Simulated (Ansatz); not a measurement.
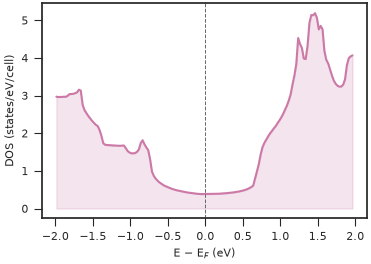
Density of states of TiOs (Pm-3m) near the Fermi level, PBEsol, rigid bands (Ansatz, an electronic-structure program).

Question: With 2 atoms a cell, what bare Sommerfeld coefficient γ = (π²/3) k_B² N(E_F) follows?

Answer: N(E_F) ≈ 0.38 states/eV a cell at 300 K, so γ ≈ 0.45 mJ/(mol of atoms·K²), before many-body enhancement (phonons, spin fluctuations, correlation).

Question: How far does the Fermi level move in a rigid band for 0.1 electron a cell added or removed?

Answer: 256 meV and -250 meV.

A metal at this level (no band gap); rigid bands, thermally averaged at 300 K, both spins. Spin-orbit coupling is left out, which matters with elements this heavy. Geometry: cell and atoms relaxed with PBEsol.

Formula and space group known from diffraction (Crystallography Open Database), not checked to be the room-temperature form: TiOs (Pm-3m).
